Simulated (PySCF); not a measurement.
# PN (phosphorus nitride): B2PLYP/STO-6G

What is the vertical singlet–triplet gap of PN (phosphorus nitride) at B2PLYP/STO-6G? Input form: a Python script.

Program for the calculation: PySCF 2.14.0.

14 further runs of the same task are left out: 4 that didn't finish, 10 set aside as unsound or not needed.

### 1 The molecule

PN has 2 atoms, charge 0, and is taken as a singlet. As SMILES, `N#P`. Geometry: the measured bond length.

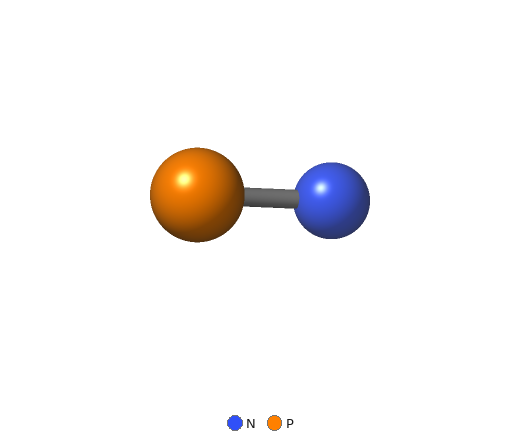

Viewed from a chosen angle; nitrogen blue, phosphorus orange.

### 2 A single-point energy at B2PLYP/STO-6G

Contents of start.xyz:

```xyz
2
NP
N      0.000000     0.000000     0.000000
P      0.000000     0.000000     1.490866
```

Contents of calc.py:

```python
# phosphorous nitride
from pyscf import gto, dft, mp

mol = gto.Mole()
mol.atom = 'start.xyz'
mol.max_memory = 1860
mol.basis = 'sto-6g'
mol.verbose = 4
mol.spin = 0
mol.build()

mf = dft.RKS(mol)
mf.xc = '0.53*HF + 0.47*B88, 0.73*LYP'
mf.conv_tol = 1e-10
mf.grids.level = 5
mf.kernel()
if not mf.converged:
    mf = mf.newton().run(mf.mo_coeff, mf.mo_occ)

pt = mp.MP2(mf, frozen=6).run()
etot = mf.e_tot + 0.27 * pt.e_corr
print('PT2 part  %.8f' % (0.27 * pt.e_corr))
print('E = %.10f Eh' % etot)
```

Run with:

```bash
$ OMP_NUM_THREADS=1 python calc.py
```

What it wrote:

```text
PySCF version 2.14.0

[INPUT] num. atoms = 2
[INPUT] num. electrons = 22
[INPUT] charge = 0
[INPUT] spin (= nelec alpha-beta = 2S) = 0
[INPUT] symmetry False subgroup None
[INPUT] Mole.unit = angstrom
[INPUT] Symbol           X                Y                Z      unit          X                Y                Z       unit  Magmom
[INPUT]  1 N      0.000000000000   0.000000000000   0.000000000000 AA    0.000000000000   0.000000000000   0.000000000000 Bohr   0.0
[INPUT]  2 P      0.000000000000   0.000000000000   1.490866000000 AA    0.000000000000   0.000000000000   2.817328428426 Bohr   0.0

nuclear repulsion = 37.2693502612576
number of shells = 8
number of NR pGTOs = 84
number of NR cGTOs = 14
basis = sto-6g
ecp = {}

******** <class 'pyscf.dft.rks.RKS'> ********
method = RKS
initial guess = minao
damping factor = 0
level_shift factor = 0
DIIS = <class 'pyscf.scf.diis.CDIIS'>
diis_start_cycle = 1
diis_space = 8
diis_damp = 0
SCF conv_tol = 1e-10
SCF conv_tol_grad = None
SCF max_cycles = 50
direct_scf = True
direct_scf_tol = 1e-13
XC library pyscf.dft.libxc version 7.0.0
    S. Lehtola, C. Steigemann, M. J.T. Oliveira, and M. A.L. Marques.,  SoftwareX 7, 1–5 (2018)
XC functionals = 0.53*HF + 0.47*B88, 0.73*LYP
    A. D. Becke.,  Phys. Rev. A 38, 3098 (1988)
    C. Lee, W. Yang, and R. G. Parr.,  Phys. Rev. B 37, 785 (1988)
    B. Miehlich, A. Savin, H. Stoll, and H. Preuss.,  Chem. Phys. Lett. 157, 200 (1989)
radial grids:
    Treutler-Ahlrichs [JCP 102, 346 (1995); DOI:10.1063/1.469408] (M4) radial grids

becke partition: Becke, JCP 88, 2547 (1988); DOI:10.1063/1.454033
pruning grids: <function nwchem_prune>
grids dens level: 5
symmetrized grids: False
atomic radii adjust function: <function treutler_atomic_radii_adjust>
small_rho_cutoff = 0
Set gradient conv threshold to 1e-05
Initial guess from minao.
tot grids = 85704
init E= -394.264635189867
  HOMO = -0.286435377378302  LUMO = 0.00658943957309791  gap/eV = 7.97361
cycle= 1 E= -394.217788470081  delta_E= 0.0468  |g|= 0.676  |ddm|= 2.41
  HOMO = -0.0714051392511249  LUMO = 0.256118411908407  gap/eV = 8.91237
cycle= 2 E= -393.660935575285  delta_E= 0.557  |g|= 1.42  |ddm|= 2.39
  HOMO = -0.251563638406932  LUMO = 0.141328630339279  gap/eV = 10.69114
cycle= 3 E= -394.374941276721  delta_E= -0.714  |g|= 0.024  |ddm|=  1.7
  HOMO = -0.255492709560799  LUMO = 0.150563811666905  gap/eV = 11.04936
cycle= 4 E= -394.375219440756  delta_E= -0.000278  |g|= 0.0167  |ddm|= 0.0649
  HOMO = -0.256009686587877  LUMO = 0.149025876259285  gap/eV = 11.02158
cycle= 5 E= -394.37528751579  delta_E= -6.81e-05  |g|= 0.00661  |ddm|= 0.0145
  HOMO = -0.256449602747041  LUMO = 0.148614211549825  gap/eV = 11.02235
cycle= 6 E= -394.375299927521  delta_E= -1.24e-05  |g|= 0.000281  |ddm|= 0.00774
  HOMO = -0.256468789760255  LUMO = 0.148620688574265  gap/eV = 11.02305
cycle= 7 E= -394.375299949531  delta_E= -2.2e-08  |g|= 2.37e-05  |ddm|= 0.000264
  HOMO = -0.256469842269299  LUMO = 0.148618336748174  gap/eV = 11.02301
cycle= 8 E= -394.37529994969  delta_E= -1.59e-10  |g|= 3.21e-08  |ddm|= 2.62e-05
  HOMO = -0.256469836285206  LUMO = 0.148618317086403  gap/eV = 11.02301
cycle= 9 E= -394.37529994969  delta_E= -2.27e-13  |g|= 4.19e-09  |ddm|= 1.07e-07
  HOMO = -0.256469837513886  LUMO = 0.148618317002285  gap/eV = 11.02301
Extra cycle  E= -394.37529994969  delta_E= 1.14e-13  |g|= 9.95e-09  |ddm|= 1.46e-08
converged SCF energy = -394.37529994969

******** <class 'pyscf.mp.mp2.RMP2'> ********
nocc = 5, nmo = 8
frozen orbitals 6
E(RMP2) = -394.630023831857  E_corr = -0.254723882166579
E(SCS-RMP2) = -394.620798240388  E_corr = -0.245498290697856
E_corr(same-spin) = -0.0694273475792758
E_corr(oppo-spin) = -0.185296534587304
PT2 part  -0.06877545
E = -394.4440753979 Eh
```

Wall time 1.7 s (1 thread of Arm Neoverse V1, shared host); peak memory 0.16 GiB.

### 3 The triplet, same level

Contents of input.py:

```python
from pyscf import gto, dft, mp

molecule = gto.M(
    atom='N 0.000000 0.000000 0.000000; P 0.000000 0.000000 1.490866',
    verbose=4,
    basis='sto-6g',
    charge=0,
    max_memory=1860,
    spin=2,
)

myscf = dft.UKS(molecule, xc='0.53*HF + 0.47*B88, 0.73*LYP')
myscf.conv_tol = 1e-10
myscf.grids.level = 5
myscf.kernel()
if not myscf.converged:
    myscf = myscf.newton().run(myscf.mo_coeff, myscf.mo_occ)

pt = mp.MP2(myscf, frozen=6).run()
energy = myscf.e_tot + 0.27 * pt.e_corr
print('PT2 part  %.8f' % (0.27 * pt.e_corr))
print(f'total energy: {energy:.8f} hartree')
```

Run with:

```bash
$ OMP_NUM_THREADS=1 python input.py
```

What it wrote:

```text
PySCF version 2.14.0

[INPUT] num. atoms = 2
[INPUT] num. electrons = 22
[INPUT] charge = 0
[INPUT] spin (= nelec alpha-beta = 2S) = 2
[INPUT] symmetry False subgroup None
[INPUT] Mole.unit = angstrom
[INPUT] Symbol           X                Y                Z      unit          X                Y                Z       unit  Magmom
[INPUT]  1 N      0.000000000000   0.000000000000   0.000000000000 AA    0.000000000000   0.000000000000   0.000000000000 Bohr   0.0
[INPUT]  2 P      0.000000000000   0.000000000000   1.490866000000 AA    0.000000000000   0.000000000000   2.817328428426 Bohr   0.0

nuclear repulsion = 37.2693502612576
number of shells = 8
number of NR pGTOs = 84
number of NR cGTOs = 14
basis = sto-6g
ecp = {}

[... 34 lines left out ...]
[... the frontier-level lines of each cycle are left out ...]
[... 3 lines left out ...]
[... 58 lines left out ...]
converged SCF energy = -394.223565768489  <S^2> = 2.0821589  2S+1 = 3.0542815
[... 1 line left out ...]
******** <class 'pyscf.mp.ump2.UMP2'> ********
nocc = (np.int64(6), np.int64(4)), nmo = (8, 8)
frozen orbitals 6
E(UMP2) = -394.357835971078  E_corr = -0.134270202588945
E(SCS-UMP2) = -394.3477982851  E_corr = -0.124232516610268
E_corr(same-spin) = -0.0425673767266916
E_corr(oppo-spin) = -0.0917028258622535
PT2 part  -0.03625295
total energy: -394.25981872 hartree
```

It took 2.9 s on 1 thread of Arm Neoverse V1, shared host; peak memory 0.17 GiB.

### 4 Outcome

Level: B2PLYP/STO-6G, 6 core orbitals frozen.

| quantity | value |
| --- | --- |
| singlet: total energy | -394.44408 Eh |
| singlet: dipole moment (SCF part) | 2.06 D |
| singlet: HOMO energy (SCF part's orbitals) | -6.98 eV |
| singlet: LUMO energy (SCF part's orbitals) | 4.04 eV |
| singlet: HOMO–LUMO gap (SCF part's orbitals) | 11.02 eV |
| triplet: total energy | -394.25982 Eh |
| triplet: dipole moment (SCF part) | 0.93 D |
| triplet: HOMO energy (SCF part's orbitals) (highest over α and β) | -2.06 eV |
| triplet: LUMO energy (SCF part's orbitals) (lowest over α and β) | 0.46 eV |
| triplet: ⟨S²⟩ | 2.082 |
| vertical energy of the triplet above the singlet | 5.014 eV |

In words: At this shape the triplet lies 5.01 eV (484 kJ/mol) above the singlet. In a minimal basis such a difference can be off by several eV, whatever the method.
